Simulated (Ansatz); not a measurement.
The reference is TiAl (space group P4/mmm, No. 123; a = 2.8127 Å, c = 4.0619 Å; relaxed with 0.1 eV smearing). Axes: x, y, z lie along a, b, c of the conventional cell.

Structures relaxed with Ansatz (a first-principles code), r2SCAN, PAW, cutoff 500 eV, spin-orbit coupling left out, earlier PAW set.

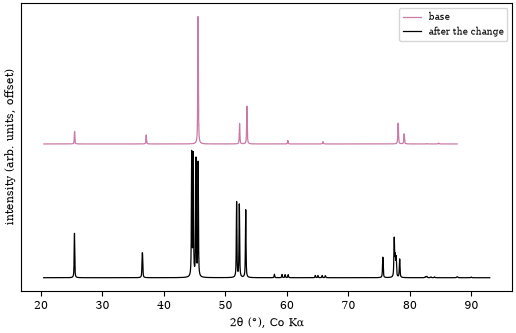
Fig. 1. Simulated powder patterns before (top) and after one change

Problem. What was done to the base?
(A) strain tensor (xx, yy, zz, yz, xz, xy) = (+1.77, +1.61, +0.10, +1.20, +0.52, +1.34) %
(B) biaxial strain −4.36 %, plane normal [001], relaxed out of plane
(C) biaxial strain +2.58 %, plane normal [001], relaxed out of plane
(D) strain tensor (xx, yy, zz, yz, xz, xy) = (+1.41, −0.64, −0.86, −0.49, −1.46, +0.71) %

Solution. A, strain tensor (xx, yy, zz, yz, xz, xy) = (+1.77, +1.61, +0.10, +1.20, +0.52, +1.34) %. Its volume per atom is 16.63 Å³ against 16.07 Å³, and its space group is P-1 (No. 2).

Whether these cells are dynamically stable was not tested. The final runs are not spin-polarised.
